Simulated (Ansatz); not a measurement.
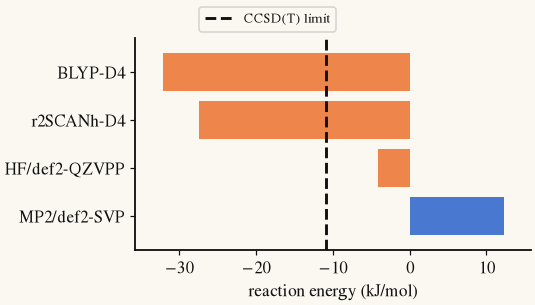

Electronic reaction energy of CH₂BrF (FCBr) + H ([H]) [doublet] → CHBrF (F[CH]Br) [doublet] + H₂ ([H][H]) (SMILES in brackets) at several levels (functionals in def2-TZVPP unless a basis is named), isolated molecules at PBE0-D4 triple-zeta geometries, minima by their frequencies, no zero-point or thermal terms, the Ansatz code 0.2.0. The line is frozen-core CCSD(T) at the basis limit (MP2 extrapolated from triple and quadruple zeta, plus CCSD(T) less MP2 in a smaller set). The distance of MP2/def2-SVP to the limit includes basis error.

**What do zero-point energy and temperature add?**

Zero-point change −9.3 kJ/mol; at 298.15 K and 1 bar the CCSD(T) limit plus thermal terms gives an enthalpy of reaction of −17.7 and a free energy of −23.5 kJ/mol (harmonic PBE0-D4 modes, ideal gas).

**Which level comes closest to the line (CCSD(T) limit), and which misses most?**

Closest HF/def2-QZVPP (−4.2 kJ/mol), against −10.8 kJ/mol; farthest MP2/def2-SVP (12.2 kJ/mol).

Note: no scalar relativity up to krypton; outer-core shells are correlated without core-valence functions, which makes the correlated values less sure.
